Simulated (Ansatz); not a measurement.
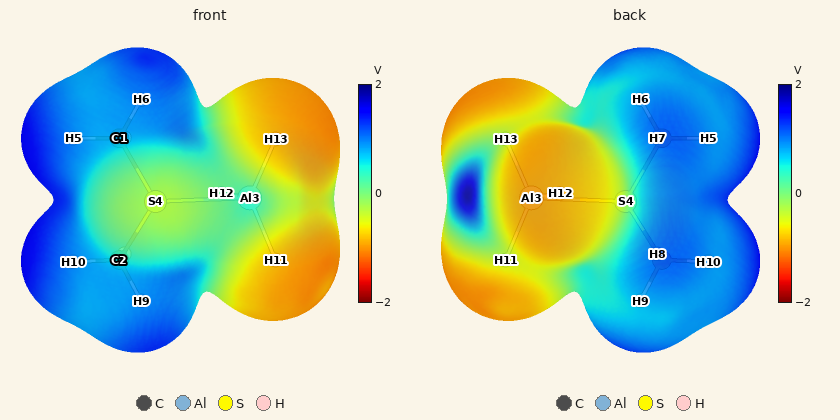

Figure 1: C₂H₉AlS (SMILES C[S+](C)[AlH3-]). The electrostatic potential painted on the density surface at 0.002 e/bohr³, seen from the front and from behind; red is negative and blue positive.

Geometry: PBE0-D4/def2-SVP.

Computed with isolated molecule in a Gaussian basis; Kohn-Sham density functional theory, functional PBE0 in Ansatz.

Input

```
crystal:
  periodic: [false, false, false]
  atoms:
    - symbol: C
      position_ang: [0.732588, 0.525432, -0.627447]
    - symbol: C
      position_ang: [-0.392013, -0.639366, 1.640158]
    - symbol: Al
      position_ang: [-2.051127, 1.964029, 0.442421]
    - symbol: S
      position_ang: [-0.839108, -0.133337, -0.033480]
    - symbol: H
      position_ang: [1.472986, -0.283370, -0.697540]
    - symbol: H
      position_ang: [0.544272, 0.937875, -1.627762]
    - symbol: H
      position_ang: [1.085123, 1.327049, 0.037334]
    - symbol: H
      position_ang: [0.012751, 0.215324, 2.200939]
    - symbol: H
      position_ang: [-1.315547, -0.987145, 2.122175]
    - symbol: H
      position_ang: [0.333276, -1.463699, 1.599106]
    - symbol: H
      position_ang: [-3.323022, 1.347540, 1.196636]
    - symbol: H
      position_ang: [-0.893703, 2.616679, 1.353003]
    - symbol: H
      position_ang: [-2.203098, 2.506482, -1.057322]
basis:
  gaussian:
    orbitals: def2-TZVPD
total_charge: 0
hamiltonian:
  xc: pbe0
output:
  forces: true
  orbitals: {seedname: orbitals}
```

Launched as:

```sh
ansatz run input.yaml --threads 2 --pin off --max-ram 5220MiB --events-out events.jsonl --progress --plain --runs-dir runs
```

Describe the electrostatic potential map.

The most negative region (about −1.1 V) lies over H11 and H13, the most positive (about +1.5 V) over Al3, H5 and H10.
